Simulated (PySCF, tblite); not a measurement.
**Si₂HCl₆+, a small gas-phase stand-in for a defect centre (Si site with back bonds Cl, Cl, Cl): NMR shifts, core binding energies and electronic excitations**

Wanted: the NMR shifts, core binding energies and electronic excitations for `Cl[Si](Cl)(Cl)[H][Si](Cl)(Cl)Cl`. It is drawn as: bond-centre hydrogen.

Programs: tblite 0.8.0 and PySCF 2.14.0. All values are calculated, for the isolated system unless a continuum is named. Atoms count from 0, parts from 1.

## 1. The system as given

9 atoms, charge 1, multiplicity 1; geometry: distance geometry start.

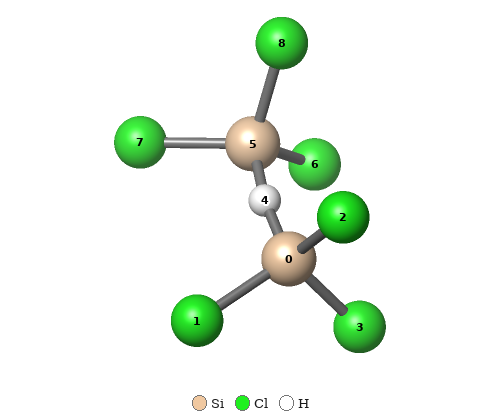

The starting geometry (silicon light orange, chlorine green, hydrogen white), atoms numbered.

## 2. Geometry optimisation with GFN2-xTB

Job settings and geometry (Å):

```
{"job": {"kind": "relax", "xc": "GFN2-xTB", "basis": "xTB"}, "charge": 1, "multiplicity": 1}
Si    -2.063631     1.103801     0.404791
Cl    -1.648995     3.138848     0.907136
Cl    -3.187736     0.213056     1.960258
Cl    -3.153576     1.043951    -1.430411
H     -0.828490     0.401341     0.234615
Si     0.279814    -0.436449    -0.108641
Cl     0.016605    -1.176615    -2.078686
Cl     2.069009     0.728233    -0.039458
Cl     0.416701    -2.027105     1.279460
```

With the program's defaults for keys left out, this is: GFN2-xTB geometry optimisation, gas phase.

Started as:

```console
$ OMP_NUM_THREADS=1 python cluster_run.py task.json out
```

One launch serves the whole session: the jobs run in the order shown.

The program printed:

```text
step      E/eV     max force
  0    -843.23280    6.207
  1    -844.37295    3.796
  2    -845.35262    1.058
  3    -845.41168    0.412
  4    -845.42579    0.352
  5    -845.45176    0.109
  6    -845.45292    0.074
  7    -845.45399    0.093
  8    -845.45536    0.134
  9    -845.45821    0.182
 10    -845.46154    0.174
 11    -845.46400    0.119
 12    -845.46487    0.062
 13    -845.46524    0.067
 14    -845.46576    0.093
 15    -845.46645    0.106
 16    -845.46708    0.079
 17    -845.46739    0.034
 18    -845.46750    0.024
 19    -845.46755    0.019
 20    -845.46759    0.019
 21    -845.46764    0.020
 22    -845.46773    0.037
 23    -845.46794    0.058
 24    -845.46836    0.077
 25    -845.46897    0.076
 26    -845.46944    0.053
 27    -845.46964    0.033
 28    -845.46976    0.034
 29    -845.46990    0.045
 30    -845.47021    0.056
 31    -845.47069    0.063
 32    -845.47119    0.059
 33    -845.47147    0.032
 34    -845.47155    0.021
 35    -845.47158    0.019
 36    -845.47161    0.016
 37    -845.47166    0.012
 38    -845.47170    0.010
 39    -845.47171    0.006
```

Wall time 1.1 s (1 thread of Arm Neoverse V1, shared host).

Step by step: (not every step is listed)

```csv
step,energy from step 0 (eV),largest force (eV/Å)
0,0.0000,6.2066
1,-1.1401,3.7960
2,-2.1198,1.0572
3,-2.1789,0.4122
4,-2.1930,0.3526
5,-2.2190,0.1094
6,-2.2201,0.0735
7,-2.2212,0.0931
8,-2.2226,0.1336
10,-2.2287,0.1741
12,-2.2321,0.0621
14,-2.2330,0.0934
16,-2.2343,0.0783
18,-2.2347,0.0240
20,-2.2348,0.0181
22,-2.2349,0.0372
24,-2.2356,0.0780
26,-2.2366,0.0537
28,-2.2370,0.0341
30,-2.2374,0.0559
32,-2.2384,0.0587
34,-2.2387,0.0210
35,-2.2388,0.0195
36,-2.2388,0.0158
37,-2.2389,0.0122
38,-2.2389,0.0100
39,-2.2389,0.0062
```

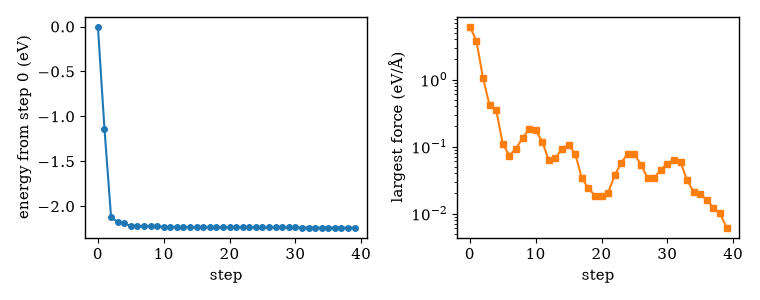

Energy and largest force along the relaxation.

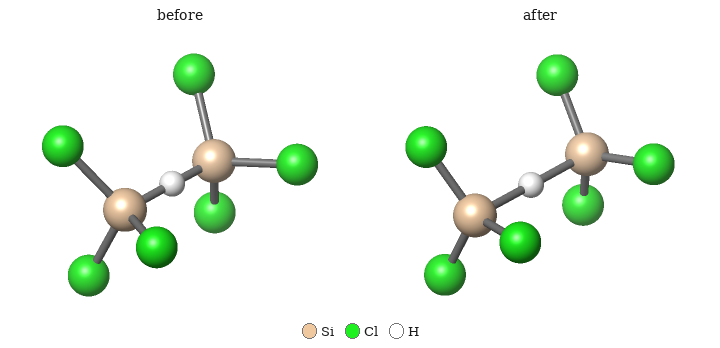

The geometry before (left) and after (right).

Close pairs (by a distance rule), those that changed most:

```csv
bond,before (Å),after (Å),change (Å)
H4–Si5,1.431,1.796,+0.365
Si0–H4,1.431,1.795,+0.364
Si0–Cl1,2.137,1.970,-0.167
Si5–Cl7,2.136,1.970,-0.166
Si0–Cl3,2.135,1.970,-0.166
Si5–Cl6,2.121,1.970,-0.151
Si0–Cl2,2.116,1.970,-0.146
Si5–Cl8,2.116,1.970,-0.146
```

## 3. Optimising the geometry at PBE0-D3(BJ)/def2-SVP

Job settings and geometry (Å):

```
{"job": {"xc": "PBE0", "basis": "def2-SVP", "d3": "d3bj", "grid": 2, "kind": "geom", "shake": 0.01}, "charge": 1, "multiplicity": 1}
Si    -1.457512     0.942570     0.323849
Cl    -0.678167     2.703253     0.769721
Cl    -2.277744    -0.066239     1.796977
Cl    -2.346545     0.838014    -1.429995
H     -0.003714    -0.005167    -0.014621
Si     1.473774    -0.963323    -0.322790
Cl     1.115055    -1.595996    -2.150279
Cl     2.878511     0.422498    -0.121770
Cl     1.340589    -2.298758     1.140358
```

The program printed:

```text
step   0  E = -3338.58756158  max force = 0.024349
step   1  E = -3338.59364177  max force = 0.015653
step   2  E = -3338.58180572  max force = 0.029130
step   3  E = -3338.59199818  max force = 0.017041
step   4  E = -3338.59450051  max force = 0.008874
step   5  E = -3338.59513446  max force = 0.008498
step   6  E = -3338.59557019  max force = 0.001421
step   7  E = -3338.59560231  max force = 0.000391
step   8  E = -3338.59560401  max force = 0.000087
optimisation converged
```

Wall time 2.7 min (1 thread of Arm Neoverse V1, shared host); peak memory 0.76 GiB.

Step by step: (the energy doesn't fall at every step)

```csv
step,energy from step 0 (eV),largest force component (eV/Å)
0,0.0000,1.2521
1,-0.1655,0.8049
2,0.1566,1.4979
3,-0.1207,0.8763
4,-0.1888,0.4563
5,-0.2061,0.4370
6,-0.2179,0.0731
7,-0.2188,0.0201
8,-0.2188,0.0045
```

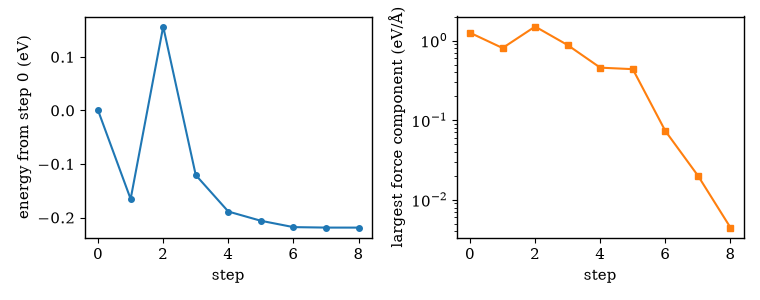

Energy and largest force along the relaxation.

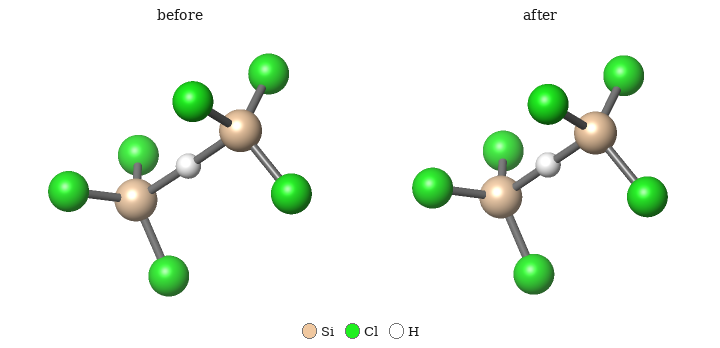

The geometry before (left) and after (right).

Close pairs (by a distance rule), those that changed most:

```csv
bond,before (Å),after (Å),change (Å)
H4–Si5,1.788,1.629,-0.158
Si0–H4,1.768,1.629,-0.139
Si0–Cl2,1.965,1.995,+0.030
Si5–Cl6,1.967,1.995,+0.028
Si0–Cl3,1.969,1.995,+0.026
Si0–Cl1,1.976,1.995,+0.018
Si5–Cl7,1.983,1.994,+0.011
Si5–Cl8,1.985,1.995,+0.009
```

The end geometry stands in the next job.

```csv
at the end point,value
point group (found at 0.08 Å tolerance),D3
"rotational constants (GHz, main isotopes)","0.628, 0.363, 0.363"
```

## 4. NMR shieldings: PBE0/pcSseg-1

Job settings and geometry (Å):

```
{"job": {"kind": "nmr", "xc": "PBE0", "basis": "pcSseg-1"}, "charge": 1, "multiplicity": 1}
Si    -1.321491     0.874324     0.275765
Cl    -0.518443     2.639556     0.742600
Cl    -2.146619    -0.153013     1.773096
Cl    -2.227434     0.746317    -1.496597
H      0.018651    -0.008451    -0.002901
Si     1.357345    -0.893705    -0.284642
Cl     1.002486    -1.536700    -2.139207
Cl     2.772078     0.496920    -0.077978
Cl     1.221193    -2.251143     1.170436
```

Method: GIAO PBE0/pcSseg-1 NMR shielding, non-relativistic, gas phase.

The program printed:

```text
coarse grid: 13616 points
cycle   1  E = -3339.2889773912  dE =  1.541e+00  |g| = 6.961e-01  |ddm| = 3.299e+00
cycle   2  E = -3339.0459794226  dE =  2.430e-01  |g| = 1.207e+00  |ddm| = 2.254e+00
cycle   3  E = -3339.4388867345  dE = -3.929e-01  |g| = 3.706e-02  |ddm| = 1.357e+00
cycle   4  E = -3339.4390277632  dE = -1.410e-04  |g| = 1.019e-02  |ddm| = 4.767e-02
cycle   5  E = -3339.4390444970  dE = -1.673e-05  |g| = 2.629e-03  |ddm| = 1.261e-02
cycle   6  E = -3339.4390462866  dE = -1.790e-06  |g| = 6.331e-04  |ddm| = 3.088e-03
final grid: 99704 points
cycle   7  E = -3339.4772193851  dE = -4.095e-05  |g| = 5.784e-03  |ddm| = 1.796e-02
cycle   8  E = -3339.4772198745  dE = -4.894e-07  |g| = 3.375e-03  |ddm| = 6.163e-03
cycle   9  E = -3339.4772211625  dE = -1.288e-06  |g| = 1.297e-03  |ddm| = 4.451e-03
cycle  10  E = -3339.4772216253  dE = -4.627e-07  |g| = 1.115e-04  |ddm| = 1.531e-03
cycle  11  E = -3339.4772216284  dE = -3.147e-09  |g| = 1.737e-05  |ddm| = 1.320e-04
cycle  12  E = -3339.4772216285  dE = -6.185e-11  |g| = 4.748e-06  |ddm| = 1.930e-05
converged SCF energy = -3339.4772216285

GIAO shielding tensors (ppm)
atom      isotropic    diamagn.    paramagn.     s11        s22        s33       span
  0 Si     319.561     877.137    -557.575    247.560    355.361    355.763    108.204
  1 Cl     726.919    1147.114    -420.195    621.373    642.614    916.771    295.398
  2 Cl     726.895    1147.118    -420.223    621.359    642.657    916.670    295.312
  3 Cl     727.019    1147.127    -420.107    621.419    643.012    916.628    295.209
  4 H       24.602      37.655     -13.053     18.578     18.596     36.631     18.052
  5 Si     319.495     877.108    -557.614    247.474    355.331    355.678    108.204
  6 Cl     726.810    1147.078    -420.268    621.216    642.479    916.734    295.518
  7 Cl     726.816    1147.085    -420.269    621.250    642.599    916.599    295.349
  8 Cl     726.766    1147.086    -420.320    621.176    642.398    916.724    295.548
```

It took 33 s on 1 thread of Arm Neoverse V1, shared host; peak memory 1.1 GiB.

The references, computed at this level on geometries of the same kind, shield at (ppm): ¹H TMS 31.27, ²⁹Si TMS 352.0, ³⁵Cl HCl 943. Their shielding less the atom's gives the shift. The references are single molecules in the gas phase. Atoms listed in one row are averaged.

```csv
atoms,environment,σ (ppm),δ (ppm)
H4,bridging hydrogen,24.60,6.67
"Si0, Si5","silicon bonded to 3 Cl, H",319.5,32.5
"Cl1, Cl2, Cl3, Cl6, Cl7, Cl8",chlorine bonded to Si,727,216
```

Charges from the same density, by scheme (e):

```csv
atoms,Mulliken,IAO,Hirshfeld,ESP fit
"Si0, Si5",1.04,1.07,0.44,0.21
"Cl1, Cl2, Cl3, Cl6, Cl7, Cl8",-0.11,-0.15,0.03,0.13
```

Hirshfeld charges:

```csv
atom,value (e)
Si0,0.44
Cl1,0.03
Cl2,0.03
Cl3,0.03
H4,-0.08
Si5,0.44
Cl6,0.03
Cl7,0.03
Cl8,0.03
```

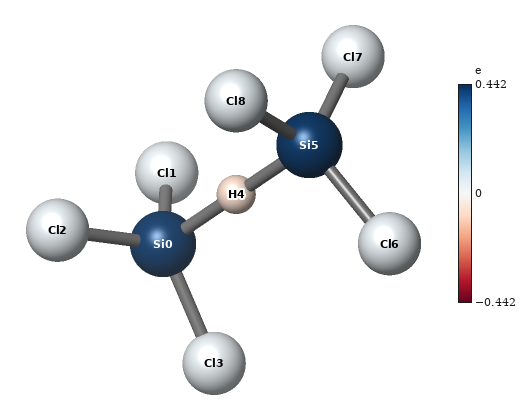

Hirshfeld charges, as colours on the atoms.

Mayer bond orders: Si0–Cl1 1.20, Si0–Cl2 1.21, Si0–Cl3 1.20, Si5–Cl6 1.21, Si5–Cl7 1.20, Si5–Cl8 1.20.

## 5. X-ray photoelectron lines: SCAN, X2C

The job, as its differences from that of step 4:

```diff
@@ -1,2 +1,2 @@
-{"job": {"kind": "nmr", "xc": "PBE0", "basis": "pcSseg-1"}, "charge": 1, "multiplicity": 1}
+{"job": {"kind": "xps", "holes": 5}, "charge": 1, "multiplicity": 1}
 Si    -1.321491     0.874324     0.275765
```

With the program's defaults for keys left out, this is: delta-SCF UKS SCAN, pcX-2 on the ionised atom, pcseg-1 elsewhere, spin-free X2C.

The program printed:

```text
ground state, core basis on atom 0 (Si), 191 functions
  cycle   1  E = -3349.55459454  |g| = 6.34e-01
  cycle   2  E = -3349.17653526  |g| = 1.34e+00
  cycle   3  E = -3349.68372111  |g| = 4.65e-02
  cycle   4  E = -3349.68398174  |g| = 3.10e-02
  cycle   5  E = -3349.68422712  |g| = 1.23e-02
  cycle   6  E = -3349.68427458  |g| = 2.81e-03
  cycle   7  E = -3349.68427555  |g| = 3.83e-04
  E(ground) = -3349.73244420 Eh
hole in Si 2p of atom 0
  cycle   1  E = -3345.10694386  |g| = 1.26e+00
  cycle   2  E = -3342.25144064  |g| = 2.24e+00
  cycle   3  E = -3345.14563902  |g| = 6.43e-01
  cycle   4  E = -3345.44546148  |g| = 1.35e-01
  cycle   5  E = -3345.45048173  |g| = 7.89e-02
  cycle   6  E = -3345.45499410  |g| = 2.53e-02
  cycle   7  E = -3345.45535970  |g| = 6.93e-03
  cycle   8  E = -3345.45538027  |g| = 3.72e-03
  cycle   9  E = -3345.45538805  |g| = 6.53e-04
  cycle  10  E = -3345.45539088  |g| = 2.31e-04
  E(ion) = -3345.50958064 Eh   <S^2> = 0.7531   hole on atom = 1.003   binding energy = 114.910 eV
  2p3/2 = 114.662 eV   2p1/2 = 115.288 eV
ground state, core basis on atom 1 (Cl), 191 functions
  cycle   1  E = -3349.76440592  |g| = 4.85e-01
  cycle   2  E = -3349.76419776  |g| = 5.86e-02
  cycle   3  E = -3349.76306323  |g| = 8.06e-02
  cycle   4  E = -3349.76489341  |g| = 1.38e-02
  cycle   5  E = -3349.76493279  |g| = 3.26e-03
  cycle   6  E = -3349.76493350  |g| = 8.28e-04
  cycle   7  E = -3349.76493347  |g| = 8.93e-05
  E(ground) = -3349.83878414 Eh
hole in Cl 2p of atom 1
  cycle   1  E = -3341.49284041  |g| = 1.71e+00
  cycle   2  E = -3339.99006909  |g| = 1.73e+00
  cycle   3  E = -3341.53171552  |g| = 7.40e-01
  cycle   4  E = -3341.94306023  |g| = 1.98e-01
  cycle   5  E = -3341.95705510  |g| = 1.36e-01
  cycle   6  E = -3341.96716190  |g| = 3.47e-02
  cycle   7  E = -3341.96783345  |g| = 1.34e-02
  cycle   8  E = -3341.96795369  |g| = 4.01e-03
  cycle   9  E = -3341.96796625  |g| = 1.32e-03
  cycle  10  E = -3341.96796854  |g| = 3.47e-04
  E(ion) = -3342.04875168 Eh   <S^2> = 0.7519   hole on atom = 1.001   binding energy = 211.978 eV
  2p3/2 = 211.386 eV   2p1/2 = 213.040 eV
```

Run time: 18 s. Hardware: 1 thread of Arm Neoverse V1, shared host; peak memory 0.65 GiB.

The holes in one table. −ε is the ground-state orbital energy:

```csv
hole,stands for,environment,ΔSCF (eV; 2p as the shell's mean),−ε (eV),⟨S²⟩
Si2p on Si0,"Si0, Si5","silicon bonded to 3 Cl, H",114.87,104.6,0.753
Cl2p on Cl1,"Cl1, Cl2, Cl3, Cl6, Cl7, Cl8",chlorine bonded to Si,211.94,199.1,0.752
```

Each hole run stands for the others of its class of like atoms.

With the spin-orbit splitting: Si0 2p3/2 114.66, 2p1/2 115.29 eV; Cl1 2p3/2 211.39, 2p1/2 213.04 eV. The table gives each 2p level as the mean over the whole 2p shell (two parts 2p3/2, one part 2p1/2), which differs a little from the single hole in the log.

## 6. Excited states and response: CAM-B3LYP/def2-SVPD

The job, as its differences from that of step 5:

```diff
@@ -1,2 +1,2 @@
-{"job": {"kind": "xps", "holes": 5}, "charge": 1, "multiplicity": 1}
+{"job": {"kind": "uv", "xc": "CAM-B3LYP", "basis": "def2-SVPD", "nstates": 6, "ntriplets": 2, "ip": true}, "charge": 1, "multiplicity": 1}
 Si    -1.321491     0.874324     0.275765
```

With the program's defaults for keys left out, this is: TDDFT CAM-B3LYP/def2-SVPD, vertical, gas phase, core orbitals frozen in the response.

The program printed:

```text
coarse grid: 13616 points
cycle   1  E = -3339.2999942685  dE =  1.564e+00  |g| = 7.516e-01  |ddm| = 4.404e+00
cycle   2  E = -3339.2065384927  dE =  9.346e-02  |g| = 9.944e-01  |ddm| = 2.714e+00
cycle   3  E = -3339.4897440470  dE = -2.832e-01  |g| = 3.497e-02  |ddm| = 1.417e+00
cycle   4  E = -3339.4900706006  dE = -3.266e-04  |g| = 1.337e-02  |ddm| = 1.338e-01
cycle   5  E = -3339.4901236476  dE = -5.305e-05  |g| = 2.948e-03  |ddm| = 3.516e-02
cycle   6  E = -3339.4901266091  dE = -2.961e-06  |g| = 6.958e-04  |ddm| = 9.034e-03
final grid: 99704 points
cycle   7  E = -3339.8393760890  dE = -9.839e-06  |g| = 2.748e-03  |ddm| = 4.854e-02
cycle   8  E = -3339.8393765036  dE = -4.146e-07  |g| = 2.336e-03  |ddm| = 7.553e-03
cycle   9  E = -3339.8393778402  dE = -1.337e-06  |g| = 4.020e-04  |ddm| = 3.880e-03
cycle  10  E = -3339.8393778887  dE = -4.852e-08  |g| = 4.963e-05  |ddm| = 6.485e-04
cycle  11  E = -3339.8393778895  dE = -8.185e-10  |g| = 1.013e-05  |ddm| = 1.285e-04
converged SCF energy = -3339.8393778895

Static polarisability (au): isotropic 125.270, principal 121.605 121.640 132.567

Singlet excitations
state   eV       nm        f      main configurations
  1   5.7300    216.4   0.00003   H->L 0.98
  2   5.7781    214.6   0.00000   H-1->L 0.98
  3   6.1288    202.3   0.00744   H-3->L 0.95
  4   6.1297    202.3   0.00740   H-4->L 0.95
  5   6.3618    194.9   0.54709   H-2->L 0.97
  6   6.4877    191.1   0.00001   H-5->L 0.97

Triplet excitations (Tamm-Dancoff, eV): 5.2755 5.5490
Vertical ionisation energy (delta-SCF) = 16.1789 eV
Vertical electron affinity (delta-SCF) = 6.0393 eV
```

Run time: 4.4 min. Hardware: 1 thread of Arm Neoverse V1, shared host; peak memory 1.3 GiB.

Frontier orbitals and where they lie:

```csv
orbital,eV,atoms
HOMO−3,-15.79,"Cl6 28 %, Cl3 27 %, Cl2 15 %"
HOMO−2,-15.73,"Cl3 14 %, Cl7 14 %, Cl8 14 %"
HOMO−1,-15.46,"Cl8 18 %, Cl6 18 %, Cl7 18 %"
HOMO,-15.41,"Cl2 18 %, Cl3 18 %, Cl1 18 %"
LUMO,-6.58,"Si5 19 %, Si0 19 %, H4 15 %"
LUMO+1,-4.46,"Si5 17 %, Si0 16 %, Cl7 11 %"
LUMO+2,-4.21,"Si0 19 %, Si5 18 %, Cl1 11 %"
```

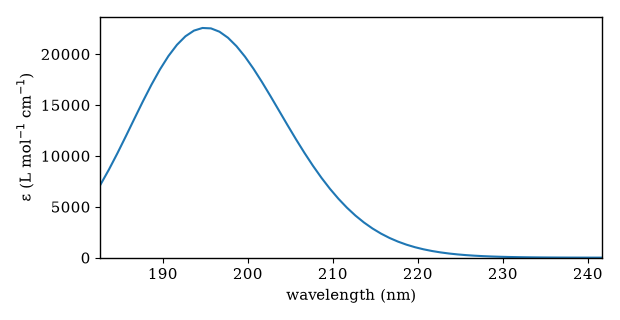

Absorption spectrum: each of the 6 states is a Gaussian band of 0.4 eV half-width at 1/e. Beyond the last state computed it falls off for lack of states.

Further results of this job:

```csv
property,computed
polarisability (Å³),18.56
HOMO–LUMO gap (eV),8.83
−ε(HOMO) (eV),15.41
```

## 7. Summary of results

| quantity | value |
| --- | --- |
| point group | D3 |
| rotational constants (main isotopes) | 0.63, 0.36, 0.36 GHz |
| ¹H shifts against TMS (PBE0/pcSseg-1) | 6.67 ppm |
| ²⁹Si shifts against TMS (PBE0/pcSseg-1, means over atoms taken as alike) | 32.5 ppm |
| ³⁵Cl shifts against HCl (PBE0/pcSseg-1, means over atoms taken as alike) | 216 ppm |
| Si2p binding energies, SCAN/pcX-2 | Si0 114.87 eV |
| Cl2p binding energies, SCAN/pcX-2 | Cl1 211.94 eV |
| lowest singlet (CAM-B3LYP/def2-SVPD) | 5.73 eV (216 nm), f = 0.000 |
| brightest single state of those computed | state 5, 6.36 eV, f = 0.547 |
| lowest triplet | 5.28 eV |
| vertical ionisation energy (ΔSCF) | 16.18 eV |
| vertical electron affinity (ΔSCF) | 6.04 eV |

**Reading.** The start of the PBE0/def2-SVP relaxation was shaken at random by about 0.01 Å, so part of the energy gained, and of the first lengths quoted, undoes that. Relaxing lowered the energy by 0.219 eV in 8 steps; the close pair that moved most is H4–Si5, from 1.788 to 1.629 Å (PBE0/def2-SVP). No frequency check was run at this level, so the end point may be a saddle. At PBE0/pcSseg-1: The widest tensor belongs to Cl1, Cl2, Cl3, Cl6, Cl7, Cl8: span 295 ppm, with a paramagnetic part of -420 ppm. The first singlet state (HOMO→LUMO 0.98) lies at 5.73 eV and is dark; of the 6 states computed, the strongest absorption comes from state 5 at 6.36 eV. The lowest triplet lies 0.45 eV below the lowest singlet (triplets in Tamm-Dancoff, singlets in full TDDFT). ΔSCF puts the ionisation energy at 16.18 eV, 0.77 eV above −ε(HOMO).
